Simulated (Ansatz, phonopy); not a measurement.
# How KBr (Fm-3m) expands on warming, part 4 of 4

Wanted: α(T), C_P(T) and B(T) of KBr in the quasi-harmonic approximation.

What experiment has found for this phase:
- volume expansion coefficient 116.1 1e-6/K and heat capacity C_P per formula unit 52.3 J/mol/K near room temperature (given in “High-Throughput Prediction of Finite-Temperature Properties using the Quasi-Harmonic Approximation”, 2016, arXiv:1603.06924)
- volume expansion coefficient 117.6 1e-6/K near room temperature (given in “Descriptors for thermal expansion in solids”, 2017, arXiv:1701.03966)

Ansatz 0.2.0; DFT LDA, scalar-relativistic, plane waves, PAW.

So far, principal linear expansion coefficients at 298 K (× 1e-6/K): step 7 (the quasi-harmonic study, cutoff 550 eV, k-mesh 8×8×8) 38.3; step 9 (phonons on strained cells, cutoff 487.2 eV, k-mesh 12×12×12) 38.3.

### Step 12. Side by side

Times are for 4 threads of Intel Xeon Platinum 8259CL at 2.50GHz (Skylake/Cascade Lake), shared host. The series side by side:

| no. | functional | cutoff (eV) | k-mesh | q-mesh | method | pressure (GPa) | volume expansion coefficient at 298 K (1e-6/K) | C_P at 298 K (J/mol-atom/K) | isothermal bulk modulus at 298 K (GPa) | time | memory (GiB) |
| --- | --- | --- | --- | --- | --- | --- | --- | --- | --- | --- | --- |
| 1 | lda | 550 | 8×8×8 | 4×4×4 | dfpt | 0 | 115.0 | 25.80 | 16.76 | 13 min | 1.6 |
| 2 | lda | 487.2 | 12×12×12 | 4×4×4 | dfpt | 0 | 115.0 | 25.8 | 16.76 | 35 min | 3.7 |
| 3 | lda | 487.2 | 8×8×8 | 4×4×4 | dfpt | 0 | 115.0 | 25.8 | 16.76 | 12 min | 1.4 |

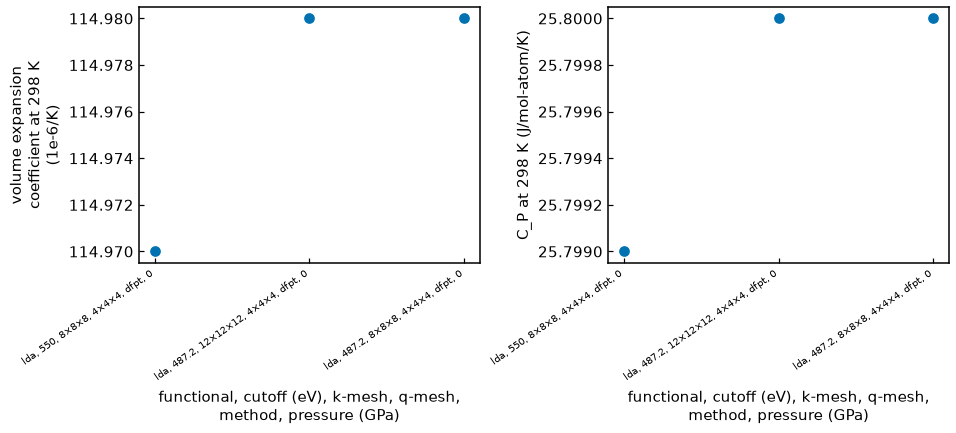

The series as plots.

The runs together, line volume. Table of expansion coefficient, volume by temperature; values in 1e-6/K:

| temperature (K) | lda, 550, 8×8×8, 4×4×4, dfpt, 0 | lda, 487.2, 12×12×12, 4×4×4, dfpt, 0 | lda, 487.2, 8×8×8, 4×4×4, dfpt, 0 |
| --- | --- | --- | --- |
| 0 | 0 | 0 | 0 |
| 25 | 10.5 | 10.5 | 10.5 |
| 50 | 45.2 | 45.2 | 45.2 |
| 75 | 68.7 | 68.7 | 68.7 |
| 100 | 81.8 | 81.8 | 81.8 |
| 125 | 89.8 | 89.8 | 89.8 |
| 150 | 95.3 | 95.3 | 95.3 |
| 175 | 99.6 | 99.6 | 99.6 |
| 200 | 103 | 103 | 103 |
| 225 | 106 | 106 | 106 |
| 250 | 109 | 109 | 109 |
| 275 | 112 | 112 | 112 |
| 298 | 115 | 115 | 115 |
| 300 | 115 | 115 | 115 |
| 325 | 118 | 118 | 118 |
| 350 | 121 | 121 | 121 |
| 375 | 124 | 124 | 124 |
| 400 | 127 | 127 | 127 |
| 425 | 131 | 131 | 131 |
| 450 | 134 | 134 | 134 |
| 475 | 138 | 138 | 138 |
| 500 | 142 | 142 | 142 |

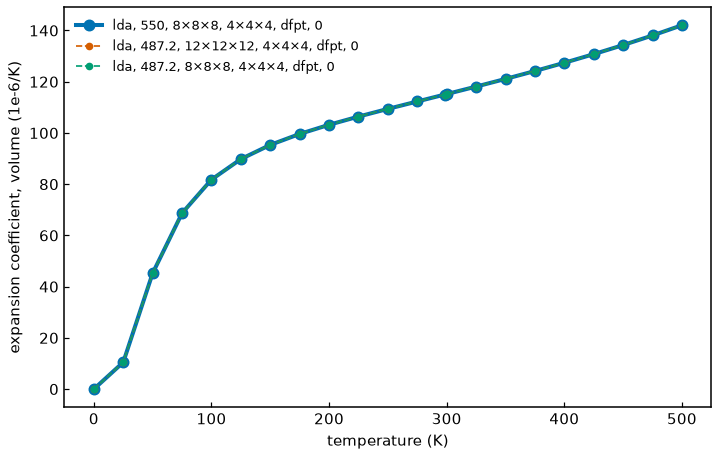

Expansion coefficient, volume, plotted against temperature.

The runs together, line C_P. The heat capacity, C_P by temperature; values in J/mol-atom/K:

| temperature (K) | lda, 550, 8×8×8, 4×4×4, dfpt, 0 | lda, 487.2, 12×12×12, 4×4×4, dfpt, 0 | lda, 487.2, 8×8×8, 4×4×4, dfpt, 0 |
| --- | --- | --- | --- |
| 0 | 0 | 0 | 0 |
| 25 | 5.17 | 5.17 | 5.17 |
| 50 | 13.8 | 13.8 | 13.8 |
| 75 | 18.7 | 18.7 | 18.7 |
| 100 | 21.2 | 21.2 | 21.2 |
| 125 | 22.7 | 22.7 | 22.7 |
| 150 | 23.6 | 23.6 | 23.6 |
| 175 | 24.2 | 24.2 | 24.2 |
| 200 | 24.6 | 24.6 | 24.6 |
| 225 | 25.0 | 25.0 | 25.0 |
| 250 | 25.3 | 25.3 | 25.3 |
| 275 | 25.6 | 25.6 | 25.6 |
| 298 | 25.8 | 25.8 | 25.8 |
| 300 | 25.8 | 25.8 | 25.8 |
| 325 | 26.1 | 26.1 | 26.1 |
| 350 | 26.3 | 26.3 | 26.3 |
| 375 | 26.5 | 26.5 | 26.5 |
| 400 | 26.7 | 26.7 | 26.7 |
| 425 | 27.0 | 27.0 | 27.0 |
| 450 | 27.2 | 27.2 | 27.2 |
| 475 | 27.5 | 27.5 | 27.5 |
| 500 | 27.7 | 27.7 | 27.7 |

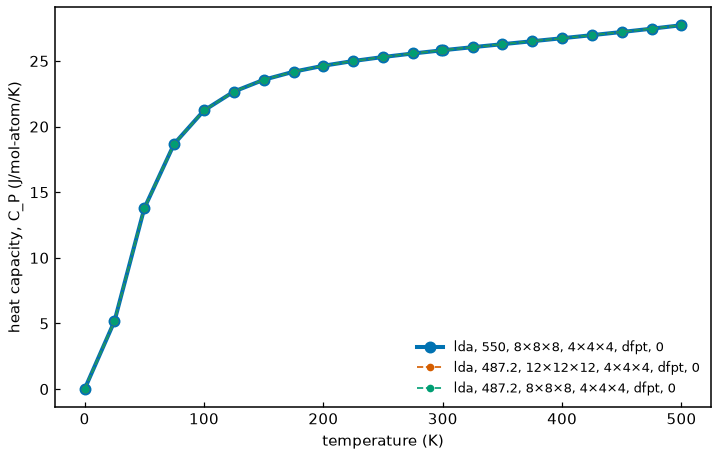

Heat capacity, C_P against temperature.

### Step 13. Quasi-harmonic fit by phonopy

This step: DFT LDA, scalar-relativistic, plane waves, PAW (phonopy 4.10.0).

Table of energy (each curve on its own zero) by volume; values in meV/atom:

| volume (Å³/atom) | static | F at 0 K | F at 300 K | F at 500 K |
| --- | --- | --- | --- | --- |
| 32.343 | 0 | 1.13 | 4.51 | 7.41 |
| 32.831 | 0.47 | 1.12 | 3.17 | 4.91 |
| 33.551 | 2.69 | 2.66 | 2.68 | 2.68 |
| 34.172 | 5.91 | 5.31 | 3.54 | 2.01 |
| 34.804 | 10.3 | 9.14 | 5.47 | 2.36 |

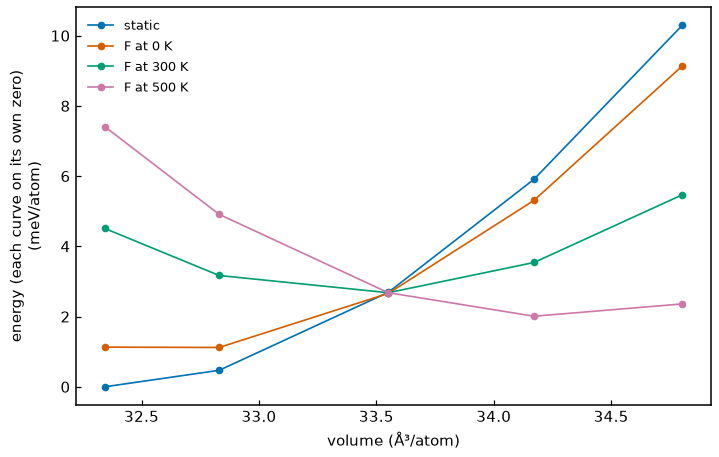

Energy (each curve on its own zero), plotted against volume.

The fit gives a volume expansion of 115 × 10⁻⁶/K at 300 K, against 115 at 298 K from the study itself, whose static fit uses more cells.

### Step 14. Results

- settings of these figures: LDA, 487.2 eV, k 12×12×12, q 4×4×4
- volume expansion coefficient at 298 K: 115.0 1e-6/K
- C_P at 298 K: 25.8 J/mol-atom/K
- entropy at 298 K: 47.09 J/mol-atom/K
- isothermal bulk modulus at 298 K: 16.76 GPa
- Grüneisen parameter at 298 K: 1.583
- volume at 298 K: 33.39 Å³/atom
- principal linear expansion coefficients at 298 K: 38.33, 38.33, 38.33 1e-6/K

**Reading.** Near room temperature KBr expands by 115 × 10⁻⁶/K in volume by LDA, with C_P = 25.8 J/(mol K) per mole of atoms and B_T = 16.8 GPa. C_P at room temperature is 103 % of the classical 3R an atom; C_V is 98 %, and the rest is expansion work. A measured volume expansion coefficient near room temperature is 116.1 1e-6/K (arXiv:1603.06924); the calculated 115 1e-6/K differs by -1 %. A measured heat capacity per formula unit near room temperature is 52.3 J/mol/K (arXiv:1603.06924); the calculated 51.6 J/mol/K differs by -1 %. Changing the k-mesh and cutoff moves the volume expansion at 298 K between 115 and 115 × 10⁻⁶/K, while the CPU time spans a factor of 3.0. The PAW files were made for PBE and are used here under another functional, for which the program regenerates the frozen cores. The cell of these runs is 10 % smaller in volume than the database cell; frequencies and all that rests on them shift with it.

[Hosts, paths, dates, database ids (printed as entryN), source tags and the programs' standing remarks are cut or masked in the printed files.]

[A step with changed settings may run another functional than the one named; its input shows which.]
